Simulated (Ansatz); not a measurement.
Computed frozen-phonon scan: LiNbO3 (LiNbO3 type, space group R3c)

Relaxed LiNbO₃ (LiNbO3 type, space group R3c):

```yaml
crystal:
  lattice:
    - [2.59493, 1.49819, 4.67214]
    - [-2.59493, 1.49819, 4.67214]
    - [0.00000, -2.99637, 4.67214]
  atoms:
    - { symbol: Li, position: [0.70264, 0.70264, 0.70264] }
    - { symbol: Li, position: [0.20264, 0.20264, 0.20264] }
    - { symbol: Nb, position: [0.98381, 0.98381, 0.98381] }
    - { symbol: Nb, position: [0.48381, 0.48381, 0.48381] }
    - { symbol: O, position: [0.62624, 0.87386, 0.26316] }
    - { symbol: O, position: [0.87386, 0.26316, 0.62624] }
    - { symbol: O, position: [0.26316, 0.62624, 0.87386] }
    - { symbol: O, position: [0.76316, 0.37386, 0.12624] }
    - { symbol: O, position: [0.37386, 0.12624, 0.76316] }
    - { symbol: O, position: [0.12624, 0.76316, 0.37386] }
```

A phonon eigenvector at Γ is frozen into this cell: atom i moves by Q times the vector below, so Q is the largest atomic displacement, in Å. The cell is held. It is one choice among 2 degenerate patterns.

```json
[
 {"atom": "Li1", "x": "-0.592", "y": "-0.806", "z": "0.000"},
 {"atom": "Li2", "x": "0.592", "y": "-0.806", "z": "0.000"},
 {"atom": "Nb3", "x": "0.093", "y": "0.010", "z": "0.000"},
 {"atom": "Nb4", "x": "-0.093", "y": "0.010", "z": "0.000"},
 {"atom": "O5", "x": "-0.144", "y": "-0.039", "z": "0.191"},
 {"atom": "O6", "x": "0.125", "y": "0.079", "z": "0.059"},
 {"atom": "O7", "x": "-0.111", "y": "0.253", "z": "-0.250"},
 {"atom": "O8", "x": "-0.125", "y": "0.079", "z": "0.059"},
 {"atom": "O9", "x": "0.144", "y": "-0.039", "z": "0.191"},
 {"atom": "O10", "x": "0.111", "y": "0.253", "z": "-0.250"}
]
```

The numbers are results of PBE (plane waves to 420 eV, PAW, scalar-relativistic; Ansatz, a program for electronic structure), not measurements. k mesh 8×8×8 (Γ-centred), Fermi-Dirac smearing 0.05 eV. E stands for the smeared free energy. Stress and pressure are positive under compression. LiNbO3 is run without spin polarisation. LiNbO3 was relaxed with its symmetry unable to fall. The PAW data are Ansatz's earlier set. ΔE is measured from the undisplaced structure.

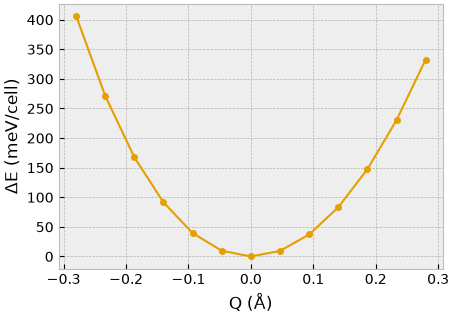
Figure. ΔE (meV/cell) against Q (Å); one marker a computed point.

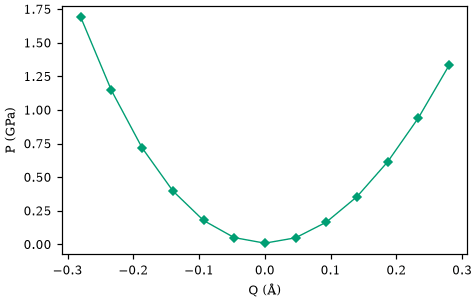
P (GPa) against Q (Å); markers are the computed points, lines only join them.

The energy at Q = 0.280 Å is 333 meV/cell. Space group of the distorted cell: Cc (No. 9), lowered from R3c. Harmonic wavenumber from the curvature (finite differences): 324 cm⁻¹. Shape of the curve: a single well with its minimum at or next to zero displacement. Symmetry of the curve: not even: the negative side lies higher at ±0.280 Å.

E″ = 8.73 eV/Å², M = Σ mᵢ|uᵢ|² = 22.6 u, ν̃ = 521.5·√(|E″|/M).

(For displaced atoms, the force is minus the slope of the energy, and its curvature is a force constant, which sets phonon frequencies.)
